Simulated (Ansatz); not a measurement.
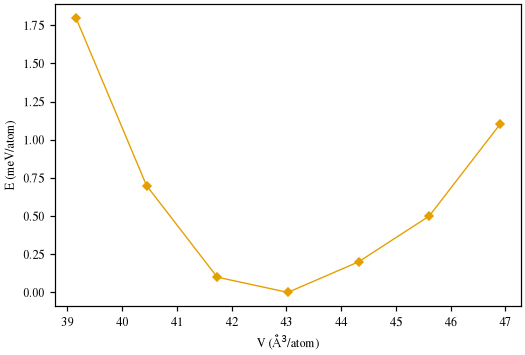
*Br in space group P6/mmm (No. 191; Br on 1a, Br on 2d) under volume change, PBE in the plane-wave PAW code Ansatz, shape and atoms relaxed at each volume.*

Question: What does a third-order Birch–Murnaghan fit give for V₀, B₀ and B′?

Answer: V₀ = 42.87 Å³/atom, B₀ = 1.4 GPa, B′ = 6.7.

The cell is a constructed one: a structure type filled with these elements; neither database checked (COD, Materials Project) lists it. It is not the usual solid phase (space group No. 64). The PBE relaxation kept the symmetry of its start; whether a distortion lowers the energy is not shown. The substance is a gas or liquid at ambient conditions. A crystal of weakly bound molecules computed without a dispersion correction: the cell and the soft elastic constants depend strongly on that.

Potentials: the later of the program's two PAW sets.
